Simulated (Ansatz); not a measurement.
# Calculations on SiNH₆Cl

### Relaxation

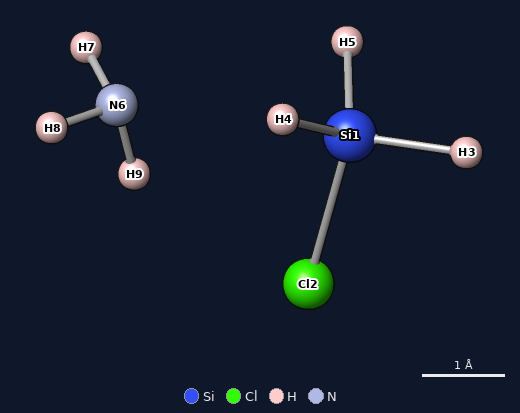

Starting structure of SiNH$_{6}$Cl. A ball-and-stick model, seen from a free direction.

The run prepares an end point of a later path (reaction) calculation, from a guessed geometry.

Level of theory: Ansatz 0.2.0, RKS BLYP/def2-SVP.

The input:
```yaml
crystal:
  periodic: [false, false, false]
  atoms:
    - { symbol: Si, position_ang: [0.383397, 0.030082, -0.04446] }
    - { symbol: Cl, position_ang: [0.533884, -0.108755, 2.071562] }
    - { symbol: H, position_ang: [1.813161, 0.016018, -0.506764] }
    - { symbol: H, position_ang: [-0.223439, 1.327171, -0.457424] }
    - { symbol: H, position_ang: [-0.292378, -1.174056, -0.606859] }
    - { symbol: "N", position_ang: [-2.470569, 0.009954, 0.947806] }
    - { symbol: H, position_ang: [-3.213005, -0.676369, 0.743637] }
    - { symbol: H, position_ang: [-2.960907, 0.88342, 1.193045] }
    - { symbol: H, position_ang: [-2.020644, -0.307466, 1.83446] }
basis:
  gaussian: { orbitals: def2-SVP }
hamiltonian:
  xc: blyp
relax:
  f_tol: 0.03
  max_steps: 50
```

Run as
```bash
ansatz run input.yaml --threads 1 --pin off --max-ram 2048MiB --backend cpu --events-out ev --progress --plain --runs-dir out
```

Q: Predict the outcome.

A: The largest move after the best rigid fit is that of H9, 0.19 Å. By element the largest moves are H 0.19 Å, Cl 0.13 Å, Si 0.08 Å, N 0.07 Å. Near-neighbour distances that change, for instance: Si1–Cl2 2.126 → 2.111 Å, N6–H9 1.044 → 1.031 Å. The energy falls by 0.46 kcal/mol in 5 geometry steps. Largest force component: 0.43 eV/Å at the start, 0.02 eV/Å at the end.

Final geometry:

```xyz
9

Si    0.4580    0.0269   -0.0530
Cl    0.6603   -0.1196    2.0430
H     1.8651    0.0357   -0.5803
H    -0.1929    1.3140   -0.4326
H    -0.2402   -1.1721   -0.6003
N    -2.5281   -0.0017    0.9939
H    -3.2660   -0.6709    0.7266
H    -3.0141    0.8928    1.1574
H    -2.1926   -0.3052    1.9203
```

After the run, drawn alike:

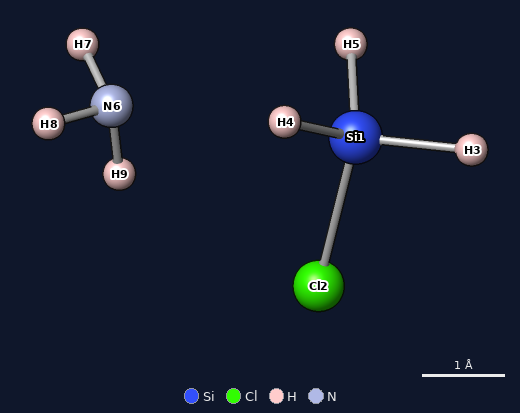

Limits of the set-up: the start holds two separate molecules, 2.6 Å apart at their closest, whose relative position is a soft coordinate and is computed without a dispersion correction.

### Relaxation

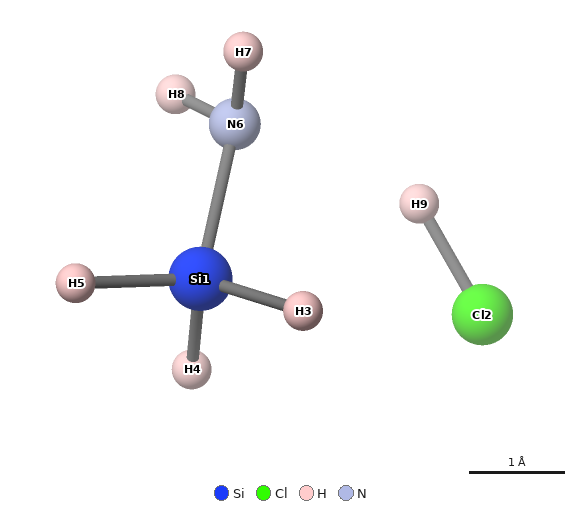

Starting structure of SiNH6Cl. The picture is a ball-and-stick view, seen at a tilt.

The run prepares an end point of a later path (reaction) calculation, from a guessed geometry.

The calculation used RKS BLYP/def2-SVP in Ansatz.

The input:
```yaml
crystal:
  periodic: [false, false, false]
  atoms:
    - { symbol: Si, position_ang: [-0.520524, -0.050106, -0.295359] }
    - { symbol: Cl, position_ang: [0.449908, 0.648431, 2.827645] }
    - { symbol: H, position_ang: [0.469298, -1.038968, 0.222943] }
    - { symbol: H, position_ang: [-0.062854, 1.36518, -0.180321] }
    - { symbol: H, position_ang: [-0.737961, -0.34451, -1.760396] }
    - { symbol: "N", position_ang: [-2.026307, -0.212593, 0.682978] }
    - { symbol: H, position_ang: [-2.456571, -1.145298, 0.691793] }
    - { symbol: H, position_ang: [-2.75969, 0.478664, 0.485572] }
    - { symbol: H, position_ang: [-0.8058, 0.2992, 2.500144] }
basis:
  gaussian: { orbitals: def2-SVP }
hamiltonian:
  xc: blyp
relax:
  f_tol: 0.03
  max_steps: 50
output:
  orbitals: {}
```

Launched with:
```bash
ansatz run input.yaml --threads 1 --pin off --max-ram 2048MiB --backend cpu --events-out ev --progress --plain --runs-dir out
```

### Predict the outcome.

The atom that moves furthest after the best rigid fit is Cl2 (0.85 Å). By element the largest moves are Cl 0.85 Å, H 0.40 Å, N 0.30 Å, Si 0.20 Å. Among the contacts that change: Si1–N6 1.803 → 1.785 Å, Si1–H5 1.510 → 1.504 Å, Cl2–H9 1.344 → 1.348 Å. Over 8 accepted moves (9 points after the start) the energy falls by 5.11 kcal/mol. The largest force component goes from 0.6 to 0.0094 eV/Å. The line search rejected the trial step at point 5 of the run. The run took 27 s on 1 thread of Arm Neoverse V1 (shared host), peak memory 0.1 GiB.

History of the run:

```tsv
step	E − E(0), kcal/mol	largest force component, eV/Å	note
0	0.00	0.5964	
1	-1.86	0.9117	
2	-3.47	0.4265	
3	-4.42	0.2658	
4	-4.93	0.1844	
5	-4.53	0.4464	rejected
6	-5.05	0.0639	
7	-5.07	0.0535	
8	-5.10	0.0668	
9	-5.11	0.0094
```

Final geometry:

```xyz
9

Si   -0.5037   -0.0755   -0.4958
Cl   -0.1700    0.5964    3.4081
H     0.5448   -1.0738   -0.1248
H     0.0363    1.3180   -0.5069
H    -1.0223   -0.4054   -1.8690
N    -1.7489   -0.1354    0.7820
H    -2.1719   -1.0565    0.9549
H    -2.5086    0.5532    0.7026
H    -0.9062    0.2790    2.3240
```

After the run, drawn alike:

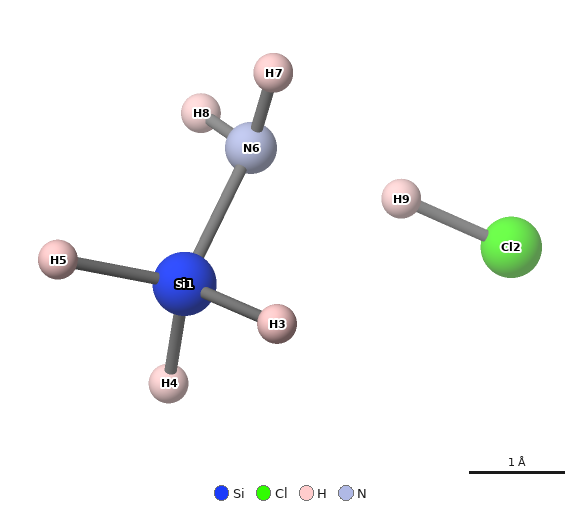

Limits of the set-up: the start holds two separate molecules, 2.2 Å apart at their closest, whose relative position is a soft coordinate and is computed without a dispersion correction.

### Path

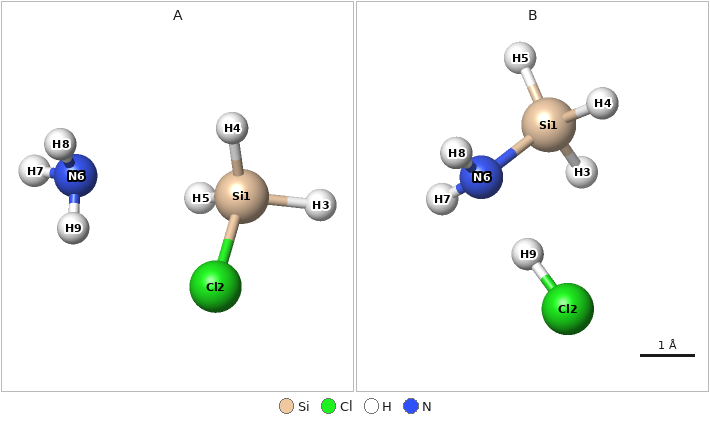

The two relaxed end points of a path for SiNH6Cl, made up at the start of SiH3Cl and NH$_{3}$. Style: ball-and-stick. Shown at a tilt.

Computed with RKS BLYP/def2-SVP (Ansatz 0.2.0).

Run with 9 movable images; climbing image; force threshold 0.05 eV/Å; iteration limit 60.

Start:
```xyz
9

Si    0.4580    0.0271   -0.0531
Cl    0.6604   -0.1193    2.0429
H     1.8650    0.0361   -0.5805
H    -0.1931    1.3141   -0.4326
H    -0.2401   -1.1720   -0.6003
N    -2.5281   -0.0020    0.9940
H    -3.2659   -0.6713    0.7267
H    -3.0142    0.8925    1.1575
H    -2.1925   -0.3054    1.9204
```

End:
```xyz
9

Si   -0.4261    0.0272   -0.4633
Cl   -0.3976    0.3890    3.4954
H     0.6327   -0.9615   -0.0957
H     0.0569    1.4347   -0.3243
H    -0.8323   -0.2070   -1.8928
N    -1.7555   -0.1795    0.7102
H    -2.1524   -1.1257    0.7780
H    -2.5346    0.4867    0.6294
H    -1.0416    0.1361    2.3382
```

### Predict the minimum-energy path and its barrier.

The highest point, image 5, lies 69.5 kJ/mol above the start and 43.4 kJ/mol above the end; the end is at +26.1 kJ/mol relative to the start. Breaking: N6–H9 (1.03 → 1.08 at the top → 1.81 Å), Si1–Cl2 (2.11 → 2.68 at the top → 3.98 Å). Forming: Cl2–H9 (2.86 → 1.97 at the top → 1.35 Å), Si1–N6 (3.16 → 1.94 at the top → 1.79 Å). The band converged in 17 iterations. The largest component of the band force went from 6.1 to 0.042 eV/Å. The climbing image converged on the top of the path. Its vibrational analysis gives one imaginary mode (129i cm⁻¹), as a transition state must have.

Energies of the converged images:

```json
{"image": "0", "path (Å)": "0.00", "E (kJ/mol)": "0.0"}
{"image": "1", "path (Å)": "0.80", "E (kJ/mol)": "0.0"}
{"image": "2", "path (Å)": "1.59", "E (kJ/mol)": "7.6"}
{"image": "3", "path (Å)": "2.39", "E (kJ/mol)": "41.0"}
{"image": "4", "path (Å)": "3.19", "E (kJ/mol)": "64.6"}
{"image": "5", "path (Å)": "3.98", "E (kJ/mol)": "69.5"}
{"image": "6", "path (Å)": "4.33", "E (kJ/mol)": "65.4"}
{"image": "7", "path (Å)": "4.68", "E (kJ/mol)": "49.0"}
{"image": "8", "path (Å)": "5.03", "E (kJ/mol)": "31.8"}
{"image": "9", "path (Å)": "5.38", "E (kJ/mol)": "26.8"}
{"image": "10", "path (Å)": "5.73", "E (kJ/mol)": "26.1"}
```

The geometry at the top of the path:

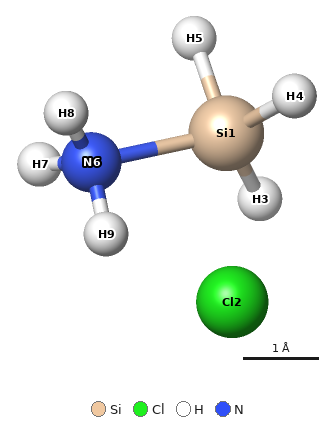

Limits of the set-up: the start holds two separate molecules, 2.9 Å apart at their closest, whose relative position is a soft coordinate and is computed without a dispersion correction.
